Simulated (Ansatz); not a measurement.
# Rh: energy over two strains, part 2 of 2

Aim: map the energy of Rh (P6_3/mmc, No. 194; 4 atoms in the cell) over two coordinates, and find its wells, ridges and stiffness.

Ansatz 0.2.0; DFT PBEsol, scalar-relativistic, plane waves, PAW. Earlier steps stand in the parts before.

**8. Point (−7.3 %, 11.0 %)**

Input file input.yaml:

```yaml
crystal:
  lattice:
    - [2.3322899153, 0.0, 0.0]
    - [-1.1661449577, 2.359510226, 0.0]
    - [0.0, 0.0, 9.6875371721]
  atoms:
    - { symbol: Rh, position: [0.0, 0.0, 0.0] }
    - { symbol: Rh, position: [0.3333333333, 0.6666666667, 0.25] }
    - { symbol: Rh, position: [0.0, 0.0, 0.5] }
    - { symbol: Rh, position: [0.6666666667, 0.3333333333, 0.75] }
basis:
  ecutwfc: 420
kpoints:
  mp_grid: { grid: [18, 18, 6] }
hamiltonian:
  xc: pbesol
  pseudopotentials: { kind: paw, azcp: { folder: soft_1 } }
scf:
  occupations: { method: gaussian, width: 0.15 }
output:
  forces: true
  stress: true
  eigenvalues: true
```

Run with:

```sh
ansatz run input.yaml --threads 2 --pin off --max-ram 4096MiB --backend cpu --events-out ev --progress --plain --runs-dir out
```

The program printed, cut to the lines that bear on the results:

```text
[...]
SCF converged after 7 iterations
Free energy (F): -25352.848139 eV
[...]
E sigma→0 (E₀):  -25352.812522 eV
Entropy (-TS):   -0.071233 eV (-17.808 meV/atom)
Fermi energy:    23.143114 eV
[...]
--- Forces (eV/Å), atoms counted from 1 ---
  atom   1  Rh     0.00000000     0.00000000     0.00000000
  atom   2  Rh     0.00000000    -0.20174866     0.00000000
  atom   3  Rh     0.00000000     0.00000000     0.00000000
  atom   4  Rh    -0.00000000     0.20174866     0.00000000
[...]
--- Stress (GPa, compression-positive) ---
       88.100139       0.000000       0.000000
        0.000000       5.366062       0.000000
        0.000000       0.000000     -22.465991
  P = ⅓ Tr σ = 23.6667 GPa (236.667 kbar)
--- Band table (eV; the first three rows and the last of 364) ---
[...]
```

Wall time 20 s (2 threads of Arm Neoverse V1, shared host); peak memory 0.73 GiB.

On the map this point reads 566 meV/atom.

**9. Point (7.3 %, −3.7 %)**

input.yaml, as its differences from that of step 8:

```diff
@@ -2,5 +2,5 @@
   lattice:
-    - [2.3322899153, 0.0, 0.0]
-    - [-1.1661449577, 2.359510226, 0.0]
-    - [0.0, 0.0, 9.6875371721]
+    - [2.920780413, 0.0, 0.0]
+    - [-1.4603902065, 2.1897821262, 0.0]
+    - [0.0, 0.0, 8.4072113135]
   atoms:
```

Run with:

```sh
ansatz run input.yaml --threads 2 --pin off --max-ram 4096MiB --backend cpu --events-out ev --progress --plain --runs-dir out
```

The program printed, cut to the lines that bear on the results:

```text
[...]
SCF converged after 8 iterations
Free energy (F): -25354.586241 eV
[...]
E sigma→0 (E₀):  -25354.550266 eV
Entropy (-TS):   -0.071950 eV (-17.987 meV/atom)
Fermi energy:    22.915046 eV
[...]
--- Forces (eV/Å), atoms counted from 1 ---
  atom   1  Rh     0.00000000     0.00000000     0.00000000
  atom   2  Rh     0.00000000     0.54608892     0.00000000
  atom   3  Rh     0.00000000     0.00000000     0.00000000
  atom   4  Rh     0.00000000    -0.54608892     0.00000000
[...]
--- Stress (GPa, compression-positive) ---
      -10.642744       0.000000       0.000000
        0.000000      17.875122       0.000000
        0.000000       0.000000      12.791211
  P = ⅓ Tr σ = 6.6745 GPa (66.745 kbar)
--- Band table (eV; the first three rows and the last of 364) ---
[...]
```

Wall time 25 s (2 threads of Arm Neoverse V1, shared host); peak memory 0.73 GiB.

Energy on the map's scale: 132 meV/atom.

**10. The run at (7.3 %, 7.3 %)**

input.yaml, as its differences from that of step 9:

```diff
@@ -2,5 +2,5 @@
   lattice:
-    - [2.920780413, 0.0, 0.0]
-    - [-1.4603902065, 2.1897821262, 0.0]
-    - [0.0, 0.0, 8.4072113135]
+    - [2.773624344, 0.0, 0.0]
+    - [-1.386812172, 2.0623412321, 0.0]
+    - [0.0, 0.0, 9.3672375197]
   atoms:
@@ -23 +23,5 @@
   eigenvalues: true
+  write_density: true
+  write_potential: true
+  elf: true
+  volumetric_format: npy
```

Run with:

```sh
ansatz run input.yaml --threads 2 --pin off --max-ram 4096MiB --backend cpu --events-out ev --progress --plain --runs-dir out
```

The program printed, cut to the lines that bear on the results:

```text
Warning: <dir> the record states the generating functional pbe (its physics header spells it `PBE`), which answers neither for hamiltonian.xc's functional nor for the pbesol family's — results may be inconsistent (PPs are generated against a specific XC)
Warning: RAYON_NUM_THREADS=2 ignored (pool sized by the plan → 2); use --threads N
[...]
Pseudopotentials: kind: paw
Pseudopotential: Rh, paw, valence charge 17, recommended cutoff 420 eV (normal), <dir>
Functional definition: PBEsol
[...]
Crystal: 4 atoms, lattice volume = 53.582 Å³
Basis set: ecut = 420 eV, 1041 PW (Γ), exchange–correlation on 40×36×128 points (8 copies of the dense FFT grid, shifted against one another)
Bands: 41, of which v1, the nominal top of the filled ones, is band 34 counted from 1 (33 counted from 0)
Symmetry: 8 space group operations
Space group: Cmcm (ITA 63), of the structure as read, at distance tolerance 3.8e-5 Å
k-points: 364 of 1944
[...]
SCF iter   1: F=—  HF=-25355.837506 eV  |F-HF|=—  |Δ(HF+E_count)|=         —  Δρ=1.14e-1  dr2=6.41e0  ethr=3.10e-3  ⟨swp⟩=5.3  Hψ=48146  notcnv=0  defer=21
[...]
SCF iter   7: F=-25353.799980 eV  HF=-25353.799980 eV  |F-HF|=4.60e-8  |Δ(HF+E_count)|=   7.09e-8  Δρ=1.43e-5  dr2=7.83e-8  ethr=1.47e-10  ⟨swp⟩=11.3  Hψ=96168  notcnv=0
[...]
SCF converged after 7 iterations
Free energy (F): -25353.799980 eV
[...]
E sigma→0 (E₀):  -25353.766037 eV
Entropy (-TS):   -0.067885 eV (-16.971 meV/atom)
Fermi energy:    22.993780 eV
[...]
--- Forces (eV/Å), atoms counted from 1 ---
  atom   1  Rh     0.00000000     0.00000000     0.00000000
  atom   2  Rh     0.00000000     0.19975831     0.00000000
  atom   3  Rh    -0.00000000     0.00000000    -0.00000000
  atom   4  Rh     0.00000000    -0.19975831     0.00000000
[...]
--- Stress (GPa, compression-positive) ---
        2.866702       0.000000       0.000000
        0.000000      56.838330       0.000000
        0.000000       0.000000     -19.463200
  P = ⅓ Tr σ = 13.4139 GPa (134.139 kbar)
--- Band table (eV; the first three rows and the last of 364) ---
[...]
```

Run time: 31 s. Hardware: 2 threads of Arm Neoverse V1, shared host; peak memory 0.72 GiB.

On the map this point reads 328 meV/atom.

**11. Point (−7.3 %, 7.3 %)**

input.yaml, as its differences from that of step 10:

```diff
@@ -2,4 +2,4 @@
   lattice:
-    - [2.773624344, 0.0, 0.0]
-    - [-1.386812172, 2.0623412321, 0.0]
+    - [2.3813865311, 0.0, 0.0]
+    - [-1.1906932655, 2.4020291425, 0.0]
     - [0.0, 0.0, 9.3672375197]
@@ -23,5 +23 @@
   eigenvalues: true
-  write_density: true
-  write_potential: true
-  elf: true
-  volumetric_format: npy
```

Run with:

```sh
ansatz run input.yaml --threads 2 --pin off --max-ram 4096MiB --backend cpu --events-out ev --progress --plain --runs-dir out
```

The program printed, cut to the lines that bear on the results:

```text
[...]
SCF converged after 7 iterations
Free energy (F): -25353.620923 eV
[...]
E sigma→0 (E₀):  -25353.586247 eV
Entropy (-TS):   -0.069351 eV (-17.338 meV/atom)
Fermi energy:    23.007719 eV
[...]
--- Forces (eV/Å), atoms counted from 1 ---
  atom   1  Rh    -0.00000000     0.00000000    -0.00000000
  atom   2  Rh    -0.00000000    -0.21606844     0.00000000
  atom   3  Rh     0.00000000     0.00000000     0.00000000
  atom   4  Rh     0.00000000     0.21606844     0.00000000
[...]
--- Stress (GPa, compression-positive) ---
       69.321293      -0.000000       0.000000
       -0.000000      -5.838790       0.000000
        0.000000       0.000000     -18.035948
  P = ⅓ Tr σ = 15.1489 GPa (151.489 kbar)
--- Band table (eV; the first three rows and the last of 364) ---
[...]
```

Run time: 21 s. Hardware: 2 threads of Arm Neoverse V1, shared host; peak memory 0.73 GiB.

On the map this point reads 373 meV/atom.

**12. All points together**

49 points were computed. Energies in meV/atom, from the relaxed crystal:

```
strain +e along z and -e/2 along x and y (%) ↓, strain +e along x and -e along y (%) →  −11.0  −7.3  −3.7  0.0  3.7  7.3  11.0
                                                                                  11.0    935   566   351  282  344  517   767
                                                                                   7.3    698   373   185  126  180  328   542
                                                                                   3.7    523   242    82   32   77  201   378
                                                                                   0.0    409   174    42    0   37  135   273
                                                                                  −3.7    359   169    64   31   59  132   232
                                                                                  −7.3    372   225   148  125  143  189   256
                                                                                 −11.0    446   338   286  273  282  307   349
```

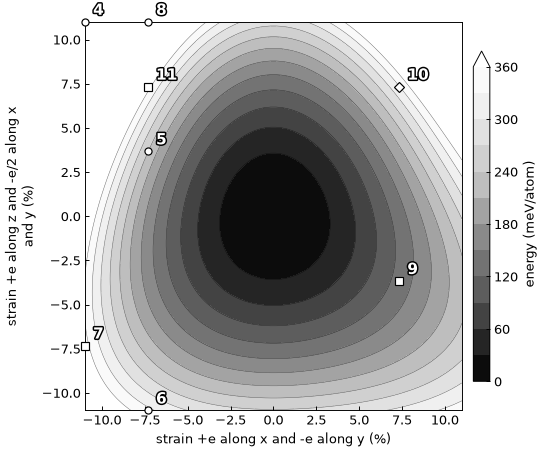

The map; numbers mark the steps of this session that print a point's run. Drawn: filled contours, one colour for all values above the top of the scale. Between grid points the surface is interpolated.

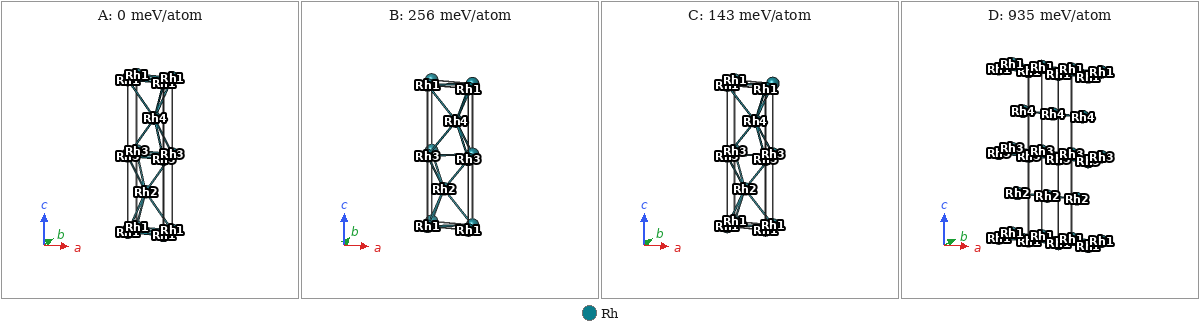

Structures on the grid, at one scale: A at (0.0 %, 0.0 %); B at (11.0 %, −7.3 %); C at (3.7 %, −7.3 %); D at (−11.0 %, 11.0 %).

On the same grid, largest force on an atom (eV/Å):

```
strain +e along z and -e/2 along x and y (%) ↓, strain +e along x and -e along y (%) →  −11.0  −7.3  −3.7   0.0   3.7   7.3  11.0
                                                                                  11.0   0.33  0.20  0.09  0.00  0.07  0.14  0.22
                                                                                   7.3   0.38  0.22  0.10  0.00  0.09  0.20  0.35
                                                                                   3.7   0.43  0.25  0.12  0.00  0.13  0.28  0.51
                                                                                   0.0   0.50  0.32  0.15  0.00  0.18  0.40  0.70
                                                                                  −3.7   0.61  0.40  0.20  0.00  0.24  0.55  0.93
                                                                                  −7.3   0.78  0.52  0.28  0.00  0.33  0.73  1.23
                                                                                 −11.0   1.01  0.69  0.37  0.00  0.44  0.97  1.59
```

The pressure (GPa) at each point:

```
strain +e along z and -e/2 along x and y (%) ↓, strain +e along x and -e along y (%) →  −11.0  −7.3  −3.7   0.0   3.7   7.3  11.0
                                                                                  11.0   38.0  23.7  15.7  13.2  15.4  21.7  31.3
                                                                                   7.3   27.9  15.1   8.0   5.8   7.8  13.4  21.9
                                                                                   3.7   21.1   9.7   3.4   1.5   3.3   8.2  15.7
                                                                                   0.0   17.3   7.4   1.8   0.1   1.7   6.0  12.5
                                                                                  −3.7   16.6   7.9   3.1   1.6   3.0   6.7  12.1
                                                                                  −7.3   18.8  11.3   7.2   5.9   7.0  10.0  14.7
                                                                                 −11.0   23.7  17.2  13.8  12.7  13.6  16.0  20.0
```

**13. Results**

What follows sums up all 2 parts.

```
                       quantity                                                                            value
                   lowest point                                                       (0.0 %, 0.0 %), 0 meV/atom
         highest computed point                                 (−11.0 %, 11.0 %), 935 meV/atom above the lowest
largest force on an atom (eV/Å)  0.00 at (0.0 %, −11.0 %) to 1.59 at (11.0 %, −11.0 %); 0.00 at the lowest point
                 pressure (GPa)      0.1 at (0.0 %, 0.0 %) to 38.0 at (−11.0 %, 11.0 %); 0.1 at the lowest point
            time for all points                                                 17 min on 2 threads, shared host
```

**Reading.** The lowest computed point is at (0.0 %, 0.0 %), which is the relaxed crystal itself. No other kind of well shows on this grid. The highest computed point, (−11.0 %, 11.0 %), lies 935 meV/atom above the lowest. Round the minimum the two coordinates are nearly uncoupled. The curvatures of the interpolated surface at the minimum, over the volume, give stiffnesses of about 700 and 550 GPa for the two patterns (per unit amplitude as drawn, so not the usual moduli), with the ions clamped; on a grid this wide they are rough. With the other coordinates free, the energies away from the reference would be the same or lower.
